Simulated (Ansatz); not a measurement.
## Electronic structure of Cl2GaH2N (SMILES [NH2][Ga]([Cl])[Cl]) in real space

Input file:

```
crystal:
  periodic: [false, false, false]
  atoms:
    - {symbol: Cl, position_ang: [0.405619, -1.895133, -2.007092]}
    - {symbol: Cl, position_ang: [-2.463293, -0.149851, -0.519882]}
    - {symbol: Ga, position_ang: [-1.318919, -1.935378, -0.751771]}
    - {symbol: "N", position_ang: [-1.797552, -3.438910, 0.089329]}
    - {symbol: H, position_ang: [-1.281673, -4.305905, 0.013198]}
    - {symbol: H, position_ang: [-2.605629, -3.503192, 0.694692]}
basis:
  gaussian:
    orbitals: def2-TZVPD
hamiltonian:
  xc: {name: PBE0}
output: {forces: true, orbitals: {seedname: orbitals}}
```

Launched as:

```sh
ansatz run input.yaml --threads 2 --pin off --max-ram 5220MiB --events-out events.jsonl --progress --plain --runs-dir runs
```

Geometry: PBE0-D4/def2-SVP.

These are results of isolated molecule in a Gaussian basis; Kohn-Sham density functional theory, functional PBE0 in Ansatz 0.2.0, not measurements.

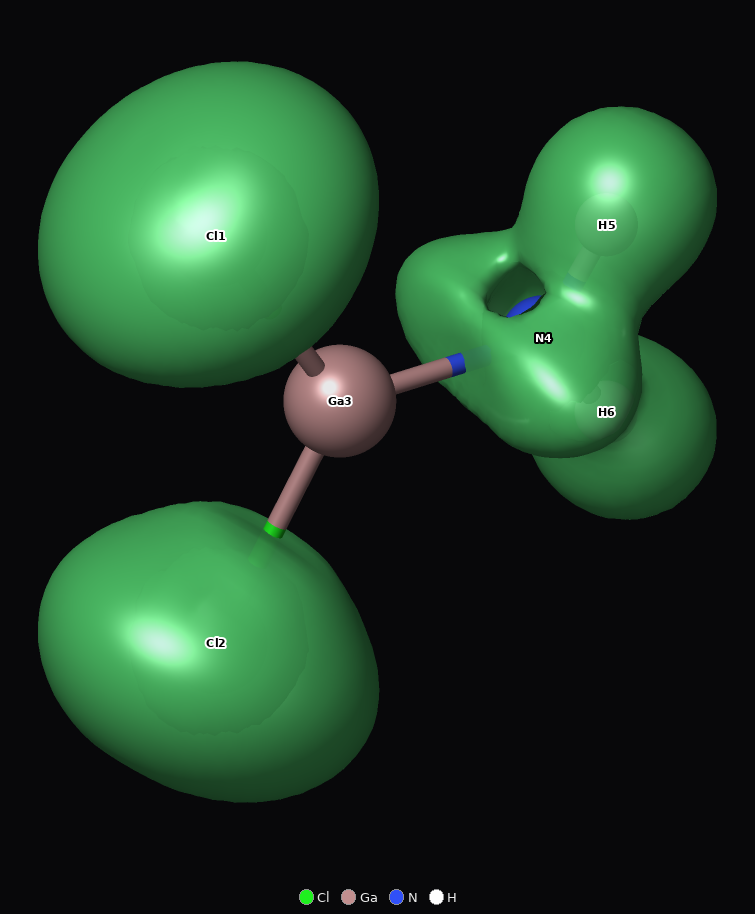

Figure 1. Isosurface of the electron localisation function at 0.75 (green), seen at a tilt. Only the valence region is drawn (cores and ρ < 0.01 e/Å³ removed).

Question: What do the ELF domains correspond to?

Answer: The ELF exceeds this value in two regions wrapped around Cl (the valence shell of each) and one joined region spread over several atoms (H, N), in which their bonds and any lone pairs are merged. Profiles from the grid: Ga–N (1.79 Å): the ELF peaks at about 0.85 in the valence shell of N, 0.6 Å from its nucleus, and is about 0.30 at the midpoint. Ga–Cl (2.13 Å): the ELF peaks at about 0.80 in the valence shell of Cl, 0.8 Å from its nucleus, and is about 0.60 at the midpoint.

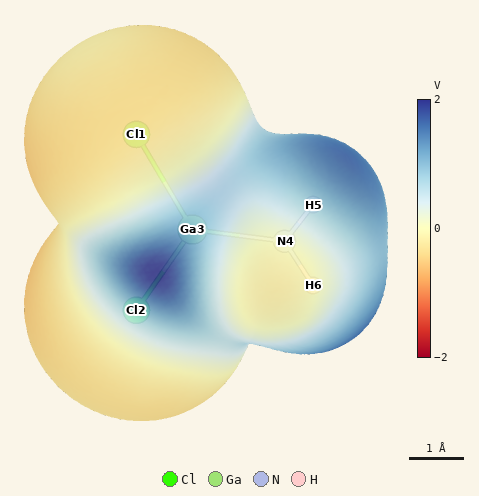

Figure 2. The molecular electrostatic potential painted on the density surface at 0.001 e/bohr³, seen at a tilt; red is negative and blue positive.

Question: Which sites attract a positive test charge, and which a negative one?

Answer: A positive charge is drawn to the negative regions and a negative charge to the positive ones. The most negative region (about −0.6 V) lies over Cl1 and Cl2, the most positive (about +1.9 V) over Ga3.

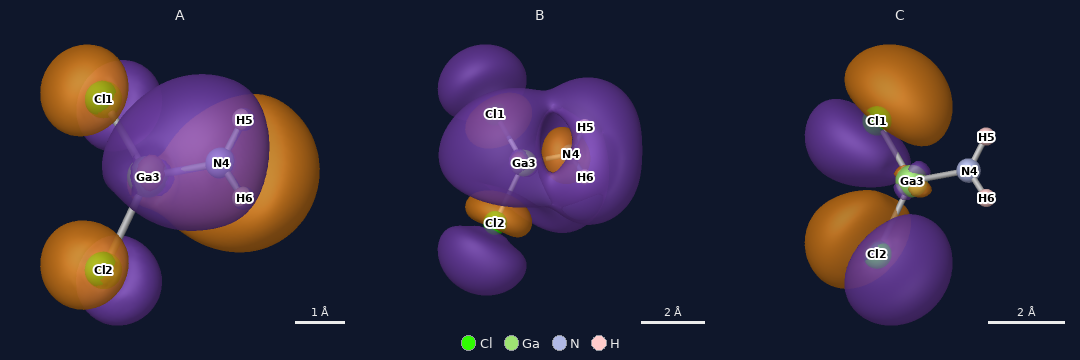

Figure 3. Three frontier orbitals at ±0.04 Å⁻³ᐟ² (orange and purple are the two phases), in no order.

Question: Which picture is the HOMO−1, the HOMO and the LUMO?

Answer: C is the HOMO−1 (−9.15 eV). By Hirshfeld shares it lies mainly on Cl1 (about 45 %) and Cl2 (about 45 %); it is symmetric in the molecular plane (an in-plane orbital: σ, lone-pair or in-plane π type); largely a combination of lone pairs on Cl1 and Cl2. A is the HOMO (−8.14 eV). Its weight (Hirshfeld) is mainly on N4 (about 70 %) and Ga3 (about 10 %); it changes sign across the molecular plane (π type). B is the LUMO (−1.34 eV). Its weight (Hirshfeld) is mainly on Ga3 (about 50 %), Cl1 (about 15 %), Cl2 (about 15 %) and N4 (about 10 %); it is symmetric in the molecular plane (an in-plane orbital: σ, lone-pair or in-plane π type).

Question: What is the HOMO–LUMO gap?

Answer: 6.80 eV between the orbital energies.
